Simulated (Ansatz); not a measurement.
# AlCl2F: small, medium and large basis sets

How large a basis does AlCl2F need? Two functionals are run in growing sets.

Computed with Ansatz 0.2.0, Gaussian basis. Level: one geometry, several basis sets.

Levels to be run: PBE0-D4/def2-SVP; ωB97M-V/def2-SVP; PBE0-D4/def2-QZVPP; ωB97M-V/def2-QZVPP; the functionals' def2-TZVPP values are taken from earlier runs.

## 1. Structure used throughout

An earlier PBE0-D4 in a triple-zeta def2 set relaxation fixed the geometry.

4 atoms, charge 0, spin multiplicity 1.

Atoms are counted from 1 here; the program's logs count them from 0.

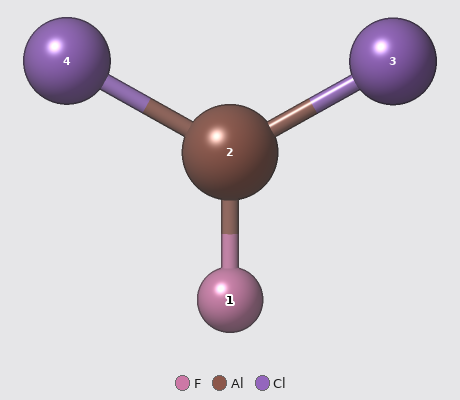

The geometry (fluorine pink, aluminium brown, chlorine purple); atoms are numbered from 1 in the order of the file.

## 2. PBE0-D4 in def2-SVP

in.yaml

```yaml
crystal:
  periodic: [false, false, false]
  atoms:
    - {symbol: F, position_ang: [0.100080, 0.371527, 1.678564]}
    - {symbol: Al, position_ang: [0.018711, 0.006616, 0.089238]}
    - {symbol: Cl, position_ang: [1.237101, -1.477289, -0.670192]}
    - {symbol: Cl, position_ang: [-1.300392, 1.038945, -1.118010]}
basis:
  gaussian: {orbitals: def2-SVP}
hamiltonian: {xc: pbe0, dispersion: d4}
output: {orbitals: {seedname: orbitals}}
```

Started as:

```
> ansatz run in.yaml --threads 4 --pin off --events-out ev --progress --plain --max-ram 10444MiB
```

After this run come: ωB97M-V in def2-SVP; PBE0-D4 in def2-QZVPP; ωB97M-V in def2-QZVPP.

Before running them: what should the planned runs give, taken together? Wanted: PBE0-D4: double and triple zeta above quadruple; ωB97M-V: double and triple zeta above quadruple.

The runs gave:

| quantity | value |
| --- | --- |
| PBE0-D4: double and triple zeta above quadruple | 15.61, 1.11 eV |
| ωB97M-V: double and triple zeta above quadruple | 15.48, 1.05 eV |

What this shows: PBE0-D4 gains 14.49 eV from double to triple zeta, then 1.11 eV more. These are total energies; as a rule much of such shifts cancels in differences, which this series doesn't test. The LUMO of ωB97M-V is positive and keeps falling with the basis (0.61 to 0.11 eV): an unbound level that the basis holds in place.
